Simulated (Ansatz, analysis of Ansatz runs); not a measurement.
## K3BrCl2 (P-3m1), V_K hop (4.4 Å): attempt frequency at charge −1

Aim: the prefactor of a hop in K3BrCl2 (P-3m1) (V_K hop (4.4 Å), charge −1) from the modes of the moving atom at the start and at the top of a path found beforehand. Model: a cell of 54 host atoms with 1 K taken out.

Calculated with Ansatz 0.2.0; plane-wave PAW DFT, PBEsol; finite-difference force constants of the moving atom alone.

### 1. Set-up

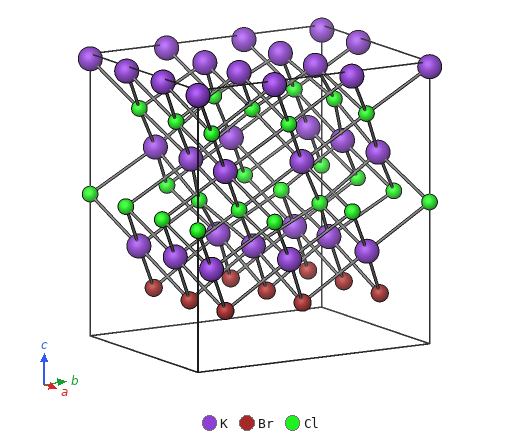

The cell as given, slightly off an axis (potassium purple, bromine red, chlorine green). Bonds to atoms that aren't drawn are left out. Some periodic images of atoms are drawn too.

The cell holds 53 atoms: 26 K, 9 Br and 18 Cl. Its edges and angles: a = 13.448 Å, b = 13.448 Å, c = 11.001 Å, α = 90.0°, β = 90.0°, γ = 120.0°. It derives from K3BrCl2 (space group P-3m1). Nearest the centre at fractional (0.722, 0.611, 0.339): K44 at 2.11 Å, Cl30 at 2.39 Å, Cl53 at 2.40 Å, K49 at 3.77 Å, K26 at 3.78 Å, K13 at 3.79 Å, K43 at 3.79 Å, Cl48 at 3.90 Å. The cell carries charge −1.

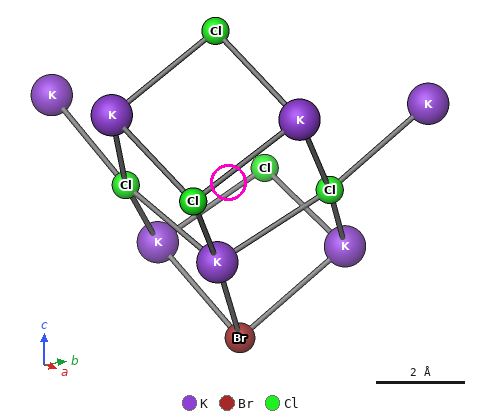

The atoms within 5 Å of the centre. A ring marks the centre wherever it is empty.

The cell's shortest repeat is 11.0 Å.

### 2. Vibrations of the moving atom at the start point

Harmonic transition-state theory takes the prefactor from the modes at the minimum and at the top. Only the moving atom is displaced, by 0.02 Å, which takes six displaced runs and a reference; the host's atoms are held.

The input, qm1.start.modes/input.yaml:

```yaml
crystal:
  lattice:
    - [13.44809205, 9.0e-08, 0.0]
    - [-6.7240461, 11.64638931, 0.0]
    - [0.0, 0.0, 11.00082975]
  atoms:
    - { symbol: K, position: [-0.00496821, -0.00574475, 0.50015606] }
    - { symbol: K, position: [0.11222558, 0.22078467, 0.17889842] }
    - { symbol: K, position: [0.22102371, 0.11220513, 0.82068686] }
    - { symbol: Br, position: [-0.0003661, -0.00044911, 0.00017394] }
    - { symbol: Cl, position: [0.11127036, 0.22240777, 0.65958309] }
    - { symbol: Cl, position: [0.22222797, 0.11094777, 0.3412022] }
    - { symbol: K, position: [-0.00010899, 0.33299619, 0.49941387] }
    - { symbol: K, position: [0.11226871, 0.55770619, 0.17959111] }
    - { symbol: K, position: [0.21887127, 0.44297885, 0.82510101] }
    - { symbol: Br, position: [0.00017956, 0.33298179, 0.00538904] }
    - { symbol: Cl, position: [0.11102285, 0.55526551, 0.65940027] }
    - { symbol: Cl, position: [0.22065393, 0.44364129, 0.33786009] }
    - { symbol: K, position: [-0.00569401, 0.66608774, 0.50013523] }
    - { symbol: K, position: [0.11496552, 0.89073691, 0.17512121] }
    - { symbol: K, position: [0.22153279, 0.77562516, 0.82137676] }
    - { symbol: Br, position: [-8.19e-05, 0.66641457, 0.0006882] }
    - { symbol: Cl, position: [0.1124441, 0.88968812, 0.66307895] }
    - { symbol: Cl, position: [0.22249499, 0.77792725, 0.34088383] }
    - { symbol: K, position: [0.33381401, 0.00017481, 0.50104207] }
    - { symbol: K, position: [0.44296165, 0.21864576, 0.17491094] }
    - { symbol: K, position: [0.55815195, 0.11255388, 0.82073051] }
    - { symbol: Br, position: [0.33355173, 0.00029874, -0.00554397] }
    - { symbol: Cl, position: [0.44362053, 0.22069355, 0.66232023] }
    - { symbol: Cl, position: [0.55482587, 0.11046771, 0.34006632] }
    - { symbol: K, position: [0.33878287, 0.33858608, 0.49978282] }
    - { symbol: K, position: [0.44924415, 0.55797691, 0.18334123] }
    - { symbol: K, position: [0.55806923, 0.44977538, 0.81645824] }
    - { symbol: Br, position: [0.33397196, 0.33368147, 0.00052885] }
    - { symbol: Cl, position: [0.42994909, 0.54859268, 0.67147381] }
    - { symbol: Cl, position: [0.54875788, 0.42973691, 0.32907093] }
    - { symbol: K, position: [0.33850689, 0.66651629, 0.49999168] }
    - { symbol: K, position: [0.44272677, 0.89074967, 0.17517292] }
    - { symbol: K, position: [0.558606, 0.77576828, 0.81614556] }
    - { symbol: Br, position: [0.33354572, 0.66638561, 0.00032081] }
    - { symbol: Cl, position: [0.44389837, 0.88985529, 0.66219306] }
    - { symbol: Cl, position: [0.54803824, 0.78486762, 0.32885572] }
    - { symbol: K, position: [0.66668866, -0.00626808, 0.49942022] }
    - { symbol: K, position: [0.77554212, 0.22106473, 0.17871956] }
    - { symbol: K, position: [0.8908505, 0.11480484, 0.82487623] }
    - { symbol: Br, position: [0.66638877, -0.00064287, -0.00061153] }
    - { symbol: Cl, position: [0.77836296, 0.22295308, 0.65918523] }
    - { symbol: Cl, position: [0.88914433, 0.11198819, 0.33730027] }
    - { symbol: K, position: [0.66704619, 0.33892668, 0.50017625] }
    - { symbol: K, position: [0.77517564, 0.55822239, 0.18357676] }
    - { symbol: K, position: [0.89092039, 0.44292934, 0.82545075] }
    - { symbol: Br, position: [0.66706486, 0.33376393, -0.00035684] }
    - { symbol: Cl, position: [0.78563932, 0.54858128, 0.6710872] }
    - { symbol: Cl, position: [0.88965363, 0.44335487, 0.33768867] }
    - { symbol: K, position: [0.77569936, 0.8839339, 0.18388437] }
    - { symbol: K, position: [0.88416818, 0.77545125, 0.81623318] }
    - { symbol: Br, position: [0.66688649, 0.66653033, -9.15e-06] }
    - { symbol: Cl, position: [0.78531074, 0.90360984, 0.67099361] }
    - { symbol: Cl, position: [0.90377066, 0.78529424, 0.32892812] }
  symmetry: { detect: false }
total_charge: -1
basis:
  ecutwfc: 420
  xc_grid: 2
hamiltonian:
  xc: pbesol
kpoints:
  mp_grid: { grid: [1, 1, 1], shift: [0.25, 0.25, 0.25] }
scf:
  occupations: { method: fixed }
  max_iter: 120
phonons:
  supercell: [1, 1, 1]
  displaced_sites: [43]
  amplitude: 0.02
```

On the command line:

```console
> ansatz run input.yaml --threads 32 --pin off --max-ram 84787MiB --backend cuda --events-out ev --progress --plain --runs-dir out --max-vram 78GiB
```

Numbers of over 12 decimals in the logs are rounded to 6 here.

The log of the run:

```text
Engine: ansatz 0.2.0, aarch64-unknown-linux-gnu
[...]
Pseudopotential: K, paw, valence charge 9, recommended cutoff 420 eV (normal), K.paw.azcp
Pseudopotential: Br, paw, valence charge 7, recommended cutoff 420 eV (normal), Br.paw.azcp
Pseudopotential: Cl, paw, valence charge 7, recommended cutoff 420 eV (normal), Cl.paw.azcp
Functional definition: PBEsol
[...]
Crystal: 53 atoms, lattice volume = 1722.969 Å³
Basis set: ecut = 420 eV, 33637 PW (Γ), exchange–correlation on 180×180×150 points (8 copies of the dense FFT grid, shifted against one another)
Bands: 265, of which v1, the nominal top of the filled ones, is band 212 counted from 1 (211 counted from 0)
[...]
k-points: 1
[...]
Functional: x = pbesol(κ = 0.804, μ = 0.123457), c = pbesol(β = 0.046)
SCF iter   1: F=—  HF=-83235.181717 eV  |F-HF|=—  |Δ(HF+E_count)|=         —  Δρ=4.52e-3  dr2=4.59e-1  ethr=1.77e-3  ⟨swp⟩=5.0  Hψ=959  notcnv=0  defer=50
[...]
SCF iter   2: F=—  HF=-83235.024310 eV  |F-HF|=—  |Δ(HF+E_count)|=   1.57e-1  Δρ=1.61e-3  dr2=6.26e-2  ethr=1.08e-4  ⟨swp⟩=3.0  Hψ=519  notcnv=0  defer=51
[...]
SCF 1 converged in 9 iterations: F = -83235.008797 eV  dr2 = 6.69e-10
[...]
SCF iter   2: F=—  HF=-83235.009127 eV  |F-HF|=—  |Δ(HF+E_count)|=   3.72e-4  Δρ=6.03e-5  dr2=1.11e-4  ethr=1.33e-7  ⟨swp⟩=2.0  Hψ=415  notcnv=0  defer=48
[...]
SCF iter   7: F=-83235.008654 eV  HF=-83235.008654 eV  |F-HF|=5.82e-11  |Δ(HF+E_count)|=  8.73e-10  Δρ=4.40e-8  dr2=4.72e-11  ethr=1.00e-12  ⟨swp⟩=4.0  Hψ=863  notcnv=0
[...]
SCF 7 converged in 5 iterations: F = -83235.008262 eV  dr2 = 2.84e-11
SCF converged after 9 iterations
[...]
--- Band table (eV) ---
[...]
--- Phonons: 6 displaced members + reference (amplitude 0.02 Å, Σ member SCF iterations 36) ---
  symmetry images taken by strict's conditions (phonons.symmetry_images: auto; settled by no image being taken that strict refuses)
  force constants formed among 1 of 53 sites (K 43); the other 52 at rest. The modes move the named sites alone.
  the frequencies, the zero-point energy and the sums are of the block with the acoustic sum rule laid on its rows. Row sums over every site: 7.8e-5 eV/Å² at the most
  transpose residual: 3.2e-4 eV/Å²
  largest component of a force at the reference: 1.1e-2 eV/Å on a named site, 1.9e-2 eV/Å on a site at rest
  frequencies among the named sites at Γ of the cell (cm⁻¹): 104.10 114.28 115.40
  unstable modes among the named sites: 0
  frequencies as built, with no sum rule (cm⁻¹): 104.10 114.27 115.40
  zero-point energy: 0.020692 eV/cell   skipped modes (ω ≤ 0): 0
  not written: the harmonic force-constant file, the file of eigenvectors (these modes' are written with the force constants), the density of states and the dispersion, which are of every site
[...]
```

Run time: 3.8 s. Hardware: 1 × NVIDIA GB200 with 32 threads of Arm Neoverse V2, shared host; peak memory 2 GiB; 13 s of CPU time.

Read from the output:

```yaml
free_energy: -83235.0088 eV
frequencies_of_moving_atom: 104.1, 114.3, 115.4 cm⁻¹ (negative: imaginary)
```

The three modes are 104, 114 and 115 cm⁻¹: all real, a minimum for this atom with the others held.

### 3. Vibrations of the moving atom at the top of the path

The same at the top, where the mode along the path should be imaginary.

The input, qm1.top.modes/input.yaml:

```yaml
crystal:
  lattice:
    - [13.44809205, 9.0e-08, 0.0]
    - [-6.7240461, 11.64638931, 0.0]
    - [0.0, 0.0, 11.00082975]
  atoms:
    - { symbol: K, position: [0.00282774, 0.01047721, 0.51121744] }
    - { symbol: K, position: [0.11197704, 0.2213475, 0.17939524] }
[... 10 atom lines left out ...]
    - { symbol: K, position: [0.00655367, 0.67438168, 0.49912183] }
[... 12 atom lines left out ...]
    - { symbol: K, position: [0.43338716, 0.54450115, 0.17574723] }
[... 2 atom lines left out ...]
    - { symbol: Cl, position: [0.43252597, 0.54889273, 0.67388295] }
    - { symbol: Cl, position: [0.51284772, 0.40131428, 0.33892878] }
[... 5 atom lines left out ...]
    - { symbol: Cl, position: [0.56467782, 0.76869611, 0.33055658] }
[... 6 atom lines left out ...]
    - { symbol: K, position: [0.65911474, 0.32673233, 0.49928207] }
    - { symbol: K, position: [0.71619911, 0.61775095, 0.32957524] }
[... 2 atom lines left out ...]
    - { symbol: Cl, position: [0.77896822, 0.55436343, 0.64847683] }
    - { symbol: Cl, position: [0.88383997, 0.44949995, 0.34726029] }
    - { symbol: K, position: [0.78906454, 0.90009467, 0.17581047] }
[... 1 atom line left out ...]
    - { symbol: Br, position: [0.66776356, 0.66565796, 0.01753408] }
[... 1 atom line left out ...]
    - { symbol: Cl, position: [0.93216545, 0.82075316, 0.33883498] }
  symmetry: { detect: false }
total_charge: -1
basis:
  ecutwfc: 420
  xc_grid: 2
hamiltonian:
  xc: pbesol
kpoints:
  mp_grid: { grid: [1, 1, 1], shift: [0.25, 0.25, 0.25] }
scf:
  occupations: { method: fixed }
  max_iter: 120
phonons:
  supercell: [1, 1, 1]
  displaced_sites: [43]
  amplitude: 0.02
```

The log of the run:

```text
[...]
Crystal: 53 atoms, lattice volume = 1722.969 Å³
Basis set: ecut = 420 eV, 33637 PW (Γ), exchange–correlation on 180×180×150 points (8 copies of the dense FFT grid, shifted against one another)
Bands: 265, of which v1, the nominal top of the filled ones, is band 212 counted from 1 (211 counted from 0)
[...]
k-points: 1
[...]
SCF iter   1: F=—  HF=-83234.581569 eV  |F-HF|=—  |Δ(HF+E_count)|=         —  Δρ=4.65e-3  dr2=4.93e-1  ethr=1.77e-3  ⟨swp⟩=5.0  Hψ=839  notcnv=0  defer=50
[...]
SCF iter   2: F=—  HF=-83234.378212 eV  |F-HF|=—  |Δ(HF+E_count)|=   2.03e-1  Δρ=1.55e-3  dr2=6.12e-2  ethr=1.16e-4  ⟨swp⟩=2.0  Hψ=479  notcnv=0  defer=51
[...]
SCF 1 converged in 9 iterations: F = -83234.364764 eV  dr2 = 5.59e-10
[...]
SCF iter   2: F=—  HF=-83234.363692 eV  |F-HF|=—  |Δ(HF+E_count)|=   1.27e-3  Δρ=6.28e-5  dr2=1.13e-4  ethr=2.19e-7  ⟨swp⟩=2.0  Hψ=411  notcnv=0  defer=47
[...]
SCF iter   7: F=-83234.364101 eV  HF=-83234.364101 eV  |F-HF|=5.82e-11  |Δ(HF+E_count)|=   1.31e-9  Δρ=5.96e-8  dr2=7.85e-11  ethr=1.00e-12  ⟨swp⟩=5.0  Hψ=855  notcnv=0
[...]
SCF 7 converged in 5 iterations: F = -83234.364909 eV  dr2 = 5.38e-11
SCF converged after 9 iterations
[...]
--- Band table (eV) ---
[...]
transpose residual: 9.2e-4 eV/Å²
[...]
frequencies among the named sites at Γ of the cell (cm⁻¹): -53.00 44.10 201.72
  unstable modes among the named sites: 1
  frequencies as built, with no sum rule (cm⁻¹): -53.01 44.09 201.72
  zero-point energy: 0.015239 eV/cell   skipped modes (ω ≤ 0): 1, of them read as no rigid motion or as one in doubt: 1 (1.000e0 modes/cell left out, lowest -53.00 cm⁻¹)
[...]
```

It took 3.3 s on 1 × NVIDIA GB200 with 32 threads; peak memory 2 GiB.

Read from the output:

- free energy: -83234.3648 eV
- frequencies of moving atom: -53.00, 44.10, 201.7 cm⁻¹ (negative: imaginary)

The three modes are 53i, 44 and 202 cm⁻¹: one imaginary, a saddle of first order for this atom with the others held.

### 4. Attempt frequency and hop rate

Analysis of the runs above: harmonic transition-state theory from the moving atom's modes alone (Vineyard), PBEsol.

It gives:

| Item | Value |
| --- | --- |
| attempt frequency | 4.627 THz |

The hop rate by temperature:

```csv
temperature (K),hop rate (1/s)
200,2.7e-4
300,70.1
400,35547
600,1.8e7
800,4.1e8
1000,2.6e9
```

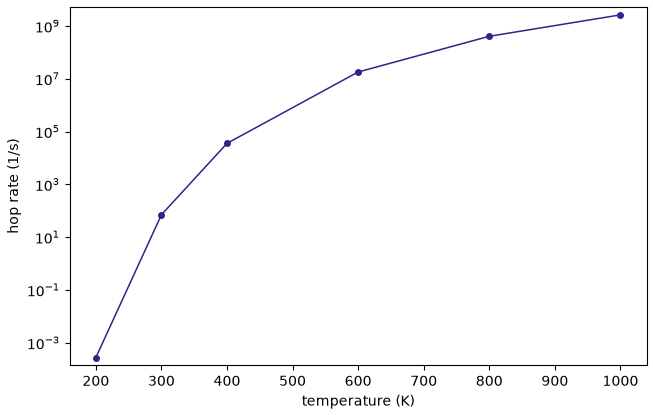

Hop rate, plotted against temperature.

### 5. Outcome

- attempt frequency (attempt frequency and hop rate): 4.63 THz

In words: The attempt frequency, the product of the three frequencies at the start over that of the two real ones at the top (Vineyard), is 4.6 THz. With the barrier of 0.64 eV it gives 1.8e+07 hops a second at 600 K along this one path; equivalent neighbouring sites multiply that. The host's atoms were held, though they move along the path too, so the prefactor is rough. Keep in mind: one k-point off the zone centre stands for the whole zone.

[Logs are printed without paths, hosts, clocks, repeated set-up lines and the standing remarks that a program may print on its own settings, such as how far it seeks lower states.]

[Hosts, paths, dates, database ids (printed as entryN), source tags and the programs' standing remarks are cut or masked in the printed files.]
